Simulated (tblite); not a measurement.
## CH$_{7}$NO$_{2}$Si$_{2}$: geometry relaxation (part 3 of 3)

CH$_{7}$NO$_{2}$Si$_{2}$; GFN2-xTB geometry optimisation, gas phase (tblite 0.8.0). 

Geometry of the input (Å):
```
N  2.1220  -0.3715  -0.7613
Si 0.9082  -0.6697  0.3642
O  -0.4156  -1.2118  -0.4794
C  -1.5056  -0.2240  -0.5276
Si -1.1174  1.2999  0.5876
O  0.4538  0.8166  1.0077
H  2.3616  -1.2404  -1.2157
H  2.9520  -0.0428  -0.2721
H  1.3868  -1.6328  1.3920
H  -2.4237  -0.7223  -0.1649
H  -1.6467  0.0806  -1.5608
H  -1.9818  1.3454  1.7908
H  -1.0980  2.5735  -0.1781
```

### Trajectory as extended XYZ, continued
```
13
Properties=species:S:1:pos:R:3:forces:R:3 step=36 energy=-554.61791
N     2.2135   -0.3917   -0.6972    0.0090  -0.0050  -0.0160
Si    0.8759   -0.6741    0.3419    0.0660  -0.0280   0.0140
O    -0.4235   -1.1103   -0.5277    0.0180   0.0330   0.0110
C    -1.5437   -0.2404   -0.5085   -0.0320   0.0290   0.0220
Si   -1.0744    1.2764    0.5817   -0.0410  -0.0360  -0.0330
O     0.4201    0.7841    0.9648    0.0080  -0.0200  -0.0010
H     2.4594   -1.1334   -1.3318    0.0200   0.0220   0.0170
H     3.0429    0.0105   -0.2916   -0.0300  -0.0320  -0.0180
H     1.0424   -1.5623    1.4847   -0.0180   0.0100  -0.0060
H    -2.3959   -0.8001   -0.1124    0.0000  -0.0370   0.0030
H    -1.7805    0.0127   -1.5458    0.0070   0.0250   0.0160
H    -1.8542    1.3212    1.8125   -0.0130   0.0170  -0.0020
H    -0.9865    2.5078   -0.1883    0.0060   0.0240  -0.0060
13
Properties=species:S:1:pos:R:3:forces:R:3 step=37 energy=-554.61846
N     2.2190   -0.3906   -0.6972    0.0010  -0.0060  -0.0040
Si    0.8776   -0.6727    0.3371    0.0410  -0.0350   0.0150
O    -0.4212   -1.1054   -0.5351   -0.0010   0.0270   0.0000
C    -1.5462   -0.2419   -0.5057   -0.0310   0.0380   0.0190
Si   -1.0744    1.2771    0.5809   -0.0430  -0.0410  -0.0350
O     0.4205    0.7842    0.9619    0.0090  -0.0130   0.0070
H     2.4662   -1.1324   -1.3316    0.0250   0.0330   0.0260
H     3.0458    0.0066   -0.2813   -0.0230  -0.0380  -0.0360
H     1.0370   -1.5657    1.4778   -0.0100   0.0150  -0.0050
H    -2.3939   -0.8058   -0.1045    0.0190  -0.0330   0.0060
H    -1.7933    0.0127   -1.5401    0.0150   0.0170   0.0110
H    -1.8555    1.3268    1.8103   -0.0090   0.0130   0.0050
H    -0.9860    2.5076   -0.1904    0.0060   0.0230  -0.0090
13
Properties=species:S:1:pos:R:3:forces:R:3 step=38 energy=-554.61888
N     2.2235   -0.3901   -0.6971   -0.0120  -0.0030   0.0030
Si    0.8795   -0.6721    0.3335    0.0000  -0.0250   0.0110
O    -0.4196   -1.1007   -0.5405   -0.0120   0.0150  -0.0140
C    -1.5489   -0.2426   -0.5030   -0.0160   0.0240   0.0090
Si   -1.0749    1.2769    0.5800   -0.0280  -0.0230  -0.0210
O     0.4208    0.7838    0.9597    0.0000  -0.0040   0.0090
H     2.4723   -1.1308   -1.3317    0.0260   0.0260   0.0220
H     3.0483    0.0032   -0.2744   -0.0060  -0.0310  -0.0380
H     1.0310   -1.5675    1.4728    0.0020   0.0090   0.0030
H    -2.3921   -0.8115   -0.0986    0.0310  -0.0240   0.0080
H    -1.8030    0.0130   -1.5354    0.0150   0.0120   0.0060
H    -1.8566    1.3314    1.8088   -0.0060   0.0090   0.0090
H    -0.9849    2.5074   -0.1920    0.0050   0.0150  -0.0070
13
Properties=species:S:1:pos:R:3:forces:R:3 step=39 energy=-554.61910
N     2.2256   -0.3900   -0.6966   -0.0190   0.0010   0.0040
Si    0.8803   -0.6723    0.3319   -0.0260  -0.0090   0.0060
O    -0.4190   -1.0978   -0.5436   -0.0110   0.0050  -0.0200
C    -1.5506   -0.2426   -0.5016   -0.0020   0.0030  -0.0020
Si   -1.0754    1.2764    0.5791   -0.0100   0.0020  -0.0030
O     0.4209    0.7834    0.9587   -0.0120   0.0000   0.0070
H     2.4762   -1.1290   -1.3318    0.0220   0.0100   0.0100
H     3.0497    0.0013   -0.2717    0.0080  -0.0190  -0.0270
H     1.0269   -1.5679    1.4709    0.0100   0.0000   0.0120
H    -2.3905   -0.8150   -0.0951    0.0290  -0.0160   0.0080
H    -1.8079    0.0131   -1.5331    0.0110   0.0110   0.0030
H    -1.8565    1.3336    1.8083   -0.0040   0.0070   0.0070
H    -0.9839    2.5074   -0.1930    0.0030   0.0050  -0.0040
13
Properties=species:S:1:pos:R:3:forces:R:3 step=40 energy=-554.61923
N     2.2264   -0.3899   -0.6958   -0.0170   0.0030   0.0020
Si    0.8801   -0.6726    0.3310   -0.0320   0.0030   0.0010
O    -0.4188   -1.0959   -0.5463   -0.0050   0.0000  -0.0200
C    -1.5517   -0.2424   -0.5011    0.0080  -0.0110  -0.0090
Si   -1.0758    1.2762    0.5783    0.0020   0.0180   0.0100
O     0.4208    0.7831    0.9582   -0.0200   0.0000   0.0040
H     2.4788   -1.1275   -1.3316    0.0150  -0.0030   0.0010
H     3.0507   -0.0002   -0.2703    0.0110  -0.0080  -0.0160
H     1.0243   -1.5682    1.4699    0.0130  -0.0050   0.0160
H    -2.3887   -0.8173   -0.0924    0.0220  -0.0110   0.0070
H    -1.8113    0.0130   -1.5319    0.0050   0.0110   0.0020
H    -1.8560    1.3347    1.8082   -0.0030   0.0060   0.0040
H    -0.9832    2.5075   -0.1939    0.0020  -0.0010  -0.0010
13
Properties=species:S:1:pos:R:3:forces:R:3 step=41 energy=-554.61935
N     2.2270   -0.3896   -0.6950   -0.0080   0.0010   0.0000
Si    0.8792   -0.6730    0.3300   -0.0250   0.0100  -0.0020
O    -0.4186   -1.0939   -0.5499    0.0040  -0.0020  -0.0160
C    -1.5526   -0.2422   -0.5006    0.0130  -0.0160  -0.0110
Si   -1.0761    1.2764    0.5776    0.0080   0.0250   0.0170
O     0.4204    0.7828    0.9577   -0.0220  -0.0040   0.0030
H     2.4817   -1.1261   -1.3310    0.0030  -0.0130  -0.0060
H     3.0517   -0.0021   -0.2686    0.0090   0.0020  -0.0050
H     1.0225   -1.5689    1.4687    0.0110  -0.0060   0.0150
H    -2.3863   -0.8196   -0.0891    0.0120  -0.0070   0.0040
H    -1.8151    0.0131   -1.5306   -0.0020   0.0090  -0.0010
H    -1.8555    1.3359    1.8080   -0.0030   0.0060   0.0020
H    -0.9827    2.5077   -0.1951    0.0010  -0.0050   0.0000
13
Properties=species:S:1:pos:R:3:forces:R:3 step=42 energy=-554.61945
N     2.2273   -0.3892   -0.6945    0.0020  -0.0030   0.0000
Si    0.8782   -0.6731    0.3290   -0.0080   0.0090  -0.0040
O    -0.4181   -1.0923   -0.5537    0.0090  -0.0010  -0.0110
C    -1.5531   -0.2424   -0.5003    0.0120  -0.0100  -0.0080
Si   -1.0764    1.2771    0.5772    0.0050   0.0180   0.0150
O     0.4198    0.7827    0.9571   -0.0170  -0.0080   0.0050
H     2.4842   -1.1253   -1.3302   -0.0080  -0.0150  -0.0070
H     3.0525   -0.0040   -0.2666    0.0030   0.0080   0.0010
H     1.0219   -1.5700    1.4675    0.0070   0.0000   0.0090
H    -2.3839   -0.8217   -0.0859    0.0050  -0.0050   0.0010
H    -1.8188    0.0135   -1.5291   -0.0070   0.0060  -0.0030
H    -1.8554    1.3373    1.8078   -0.0040   0.0060   0.0010
H    -0.9826    2.5079   -0.1961    0.0000  -0.0050   0.0000
13
Properties=species:S:1:pos:R:3:forces:R:3 step=43 energy=-554.61950
N     2.2275   -0.3891   -0.6945    0.0070  -0.0080   0.0010
Si    0.8777   -0.6730    0.3285    0.0050   0.0030  -0.0020
O    -0.4177   -1.0917   -0.5557    0.0100   0.0020  -0.0080
C    -1.5530   -0.2427   -0.5001    0.0070   0.0000  -0.0040
Si   -1.0766    1.2778    0.5773   -0.0010   0.0050   0.0070
O     0.4191    0.7825    0.9570   -0.0090  -0.0090   0.0090
H     2.4852   -1.1254   -1.3297   -0.0140  -0.0120  -0.0040
H     3.0528   -0.0051   -0.2656    0.0000   0.0100   0.0010
H     1.0224   -1.5708    1.4668    0.0030   0.0060   0.0030
H    -2.3826   -0.8228   -0.0845    0.0030  -0.0030  -0.0010
H    -1.8204    0.0141   -1.5283   -0.0080   0.0020  -0.0050
H    -1.8559    1.3384    1.8076   -0.0040   0.0060   0.0020
H    -0.9828    2.5081   -0.1966    0.0010  -0.0030   0.0000
13
Properties=species:S:1:pos:R:3:forces:R:3 step=44 energy=-554.61953
N     2.2275   -0.3891   -0.6947    0.0080  -0.0090   0.0020
Si    0.8776   -0.6728    0.3283    0.0120  -0.0020   0.0000
O    -0.4173   -1.0914   -0.5565    0.0090   0.0050  -0.0060
C    -1.5528   -0.2429   -0.5001    0.0010   0.0070  -0.0010
Si   -1.0768    1.2782    0.5776   -0.0050  -0.0060   0.0000
O     0.4185    0.7823    0.9572   -0.0030  -0.0090   0.0120
H     2.4853   -1.1260   -1.3295   -0.0140  -0.0070  -0.0010
H     3.0528   -0.0054   -0.2653   -0.0020   0.0080  -0.0010
H     1.0231   -1.5710    1.4666    0.0000   0.0100  -0.0010
H    -2.3820   -0.8234   -0.0841    0.0040  -0.0020  -0.0020
H    -1.8209    0.0147   -1.5280   -0.0070  -0.0010  -0.0040
H    -1.8566    1.3392    1.8075   -0.0040   0.0060   0.0030
H    -0.9829    2.5081   -0.1967    0.0010  -0.0010  -0.0010
13
Properties=species:S:1:pos:R:3:forces:R:3 step=45 energy=-554.61958
N     2.2277   -0.3895   -0.6950    0.0070  -0.0090   0.0030
Si    0.8777   -0.6726    0.3282    0.0140  -0.0060   0.0020
O    -0.4167   -1.0912   -0.5573    0.0050   0.0080  -0.0050
C    -1.5524   -0.2430   -0.5002   -0.0040   0.0110   0.0010
Si   -1.0772    1.2786    0.5781   -0.0080  -0.0170  -0.0070
O     0.4176    0.7818    0.9579    0.0050  -0.0060   0.0140
H     2.4850   -1.1270   -1.3295   -0.0130  -0.0020   0.0030
H     3.0528   -0.0054   -0.2655   -0.0020   0.0050  -0.0040
H     1.0240   -1.5709    1.4666   -0.0010   0.0130  -0.0050
H    -2.3813   -0.8241   -0.0842    0.0060   0.0010  -0.0030
H    -1.8211    0.0154   -1.5278   -0.0060  -0.0040  -0.0010
H    -1.8575    1.3402    1.8076   -0.0040   0.0050   0.0040
H    -0.9829    2.5081   -0.1966    0.0020   0.0010  -0.0010
13
Properties=species:S:1:pos:R:3:forces:R:3 step=46 energy=-554.61964
N     2.2281   -0.3903   -0.6951    0.0030  -0.0050   0.0030
Si    0.8780   -0.6725    0.3280    0.0120  -0.0070   0.0050
O    -0.4158   -1.0905   -0.5586    0.0020   0.0130  -0.0050
C    -1.5520   -0.2429   -0.5003   -0.0080   0.0110   0.0010
Si   -1.0778    1.2789    0.5787   -0.0080  -0.0240  -0.0120
O     0.4164    0.7808    0.9591    0.0110  -0.0010   0.0150
H     2.4844   -1.1281   -1.3296   -0.0090   0.0020   0.0070
H     3.0530   -0.0052   -0.2661   -0.0020   0.0000  -0.0080
H     1.0247   -1.5702    1.4669   -0.0020   0.0110  -0.0060
H    -2.3801   -0.8253   -0.0842    0.0060   0.0040  -0.0050
H    -1.8217    0.0162   -1.5276   -0.0030  -0.0070   0.0030
H    -1.8587    1.3417    1.8078   -0.0030   0.0040   0.0020
H    -0.9828    2.5080   -0.1967    0.0020   0.0000  -0.0010
13
Properties=species:S:1:pos:R:3:forces:R:3 step=47 energy=-554.61970
N     2.2288   -0.3913   -0.6948   -0.0020   0.0000   0.0020
Si    0.8783   -0.6724    0.3278    0.0050  -0.0040   0.0060
O    -0.4148   -1.0891   -0.5606    0.0000   0.0140  -0.0050
C    -1.5519   -0.2427   -0.5005   -0.0070   0.0040   0.0000
Si   -1.0785    1.2788    0.5791   -0.0030  -0.0220  -0.0110
O     0.4151    0.7796    0.9607    0.0130   0.0040   0.0130
H     2.4839   -1.1291   -1.3298   -0.0050   0.0040   0.0080
H     3.0535   -0.0050   -0.2667    0.0000  -0.0040  -0.0090
H     1.0246   -1.5692    1.4671   -0.0020   0.0050  -0.0030
H    -2.3785   -0.8267   -0.0838    0.0030   0.0060  -0.0050
H    -1.8231    0.0167   -1.5274   -0.0020  -0.0080   0.0050
H    -1.8595    1.3432    1.8082   -0.0020   0.0020  -0.0010
H    -0.9823    2.5077   -0.1969    0.0010  -0.0020   0.0010
13
Properties=species:S:1:pos:R:3:forces:R:3 step=48 energy=-554.61974
N     2.2295   -0.3919   -0.6941   -0.0050   0.0050   0.0000
Si    0.8784   -0.6725    0.3274   -0.0020   0.0030   0.0050
O    -0.4140   -1.0876   -0.5629    0.0010   0.0120  -0.0050
C    -1.5521   -0.2424   -0.5007   -0.0030  -0.0030  -0.0020
Si   -1.0788    1.2784    0.5790    0.0030  -0.0120  -0.0040
O     0.4145    0.7787    0.9618    0.0090   0.0070   0.0090
H     2.4839   -1.1292   -1.3298   -0.0020   0.0020   0.0060
H     3.0542   -0.0050   -0.2666    0.0020  -0.0060  -0.0080
H     1.0236   -1.5685    1.4670   -0.0010  -0.0020   0.0010
H    -2.3770   -0.8278   -0.0828   -0.0010   0.0050  -0.0030
H    -1.8253    0.0166   -1.5271   -0.0020  -0.0070   0.0050
H    -1.8596    1.3443    1.8084   -0.0010   0.0010  -0.0050
H    -0.9818    2.5074   -0.1973    0.0010  -0.0060   0.0030
13
Properties=species:S:1:pos:R:3:forces:R:3 step=49 energy=-554.61976
N     2.2300   -0.3921   -0.6936   -0.0060   0.0070  -0.0030
Si    0.8784   -0.6725    0.3271   -0.0040   0.0070   0.0040
O    -0.4135   -1.0863   -0.5646    0.0040   0.0080  -0.0040
C    -1.5523   -0.2423   -0.5008    0.0010  -0.0060  -0.0030
Si   -1.0788    1.2780    0.5787    0.0060  -0.0020   0.0020
O     0.4145    0.7784    0.9624    0.0040   0.0070   0.0050
H     2.4842   -1.1289   -1.3297   -0.0010  -0.0010   0.0040
H     3.0547   -0.0052   -0.2662    0.0030  -0.0050  -0.0060
H     1.0226   -1.5683    1.4668    0.0000  -0.0060   0.0030
H    -2.3760   -0.8284   -0.0818   -0.0050   0.0020  -0.0010
H    -1.8272    0.0162   -1.5267   -0.0020  -0.0040   0.0010
H    -1.8593    1.3448    1.8084   -0.0010   0.0000  -0.0070
H    -0.9815    2.5070   -0.1977    0.0010  -0.0070   0.0040
```

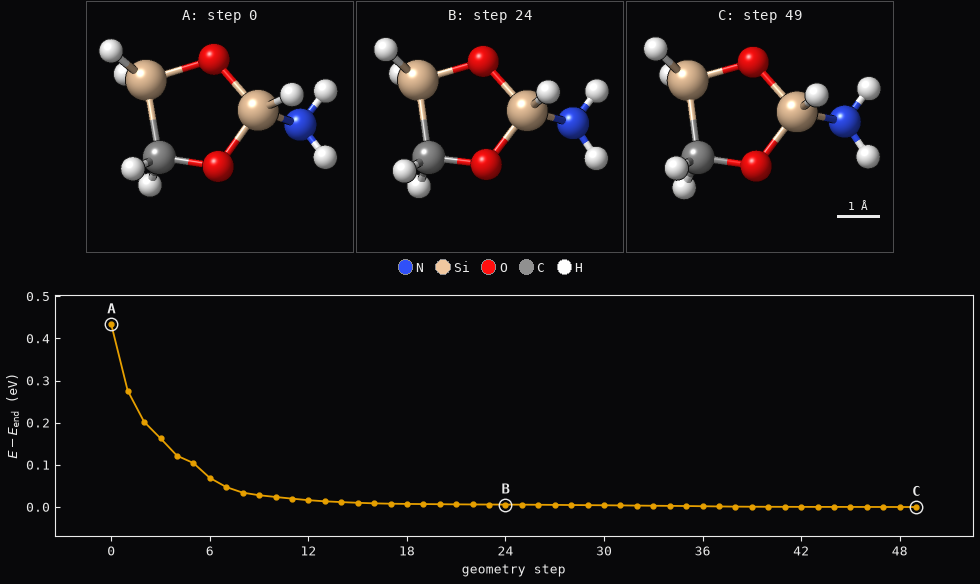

Figure 1. Frames of the relaxation (ball-and-stick view, seen at a tilt) above the curves, on which the letters mark them (steps are counted from 0).

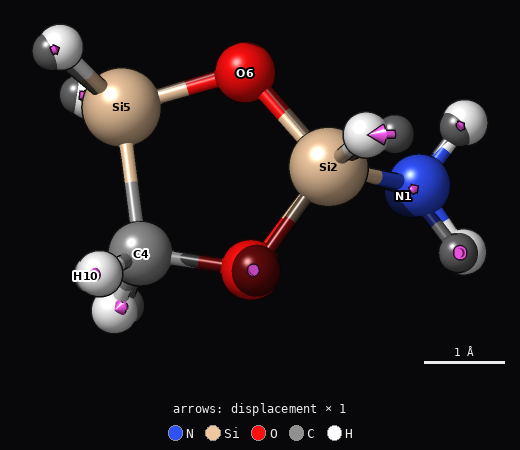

Figure 2. Start (faint) and end (solid) with the displacements as pink arrows, at true length (ball-and-stick view, seen at a tilt). The two geometries are laid on each other by the best rigid fit. Over 49 geometry steps the energy falls by 0.433 eV. Largest force component: 1.7 eV/Å at the start, 0.008 eV/Å at the end. H9 moves most after the best rigid fit: 0.38 Å. Largest moves by element: H 0.38 Å, O 0.15 Å, N 0.13 Å, C 0.06 Å, Si 0.05 Å. Among the contacts that change: Si5–O6 1.697 → 1.621 Å, O3–C4 1.472 → 1.419 Å, Si2–O3 1.661 → 1.623 Å, N1–Si2 1.682 → 1.717 Å. Among the angles that change: N1–Si2–H9 110.2° → 119.2°, Si2–N1–H7 108.7° → 117.1°, O6–Si2–H9 113.2° → 105.5°. (Atoms are counted from 1 in the order of the input.)

### Summary

- outcome: converged
- total energy: −554.6198 eV
- peak memory: 0.18 GiB
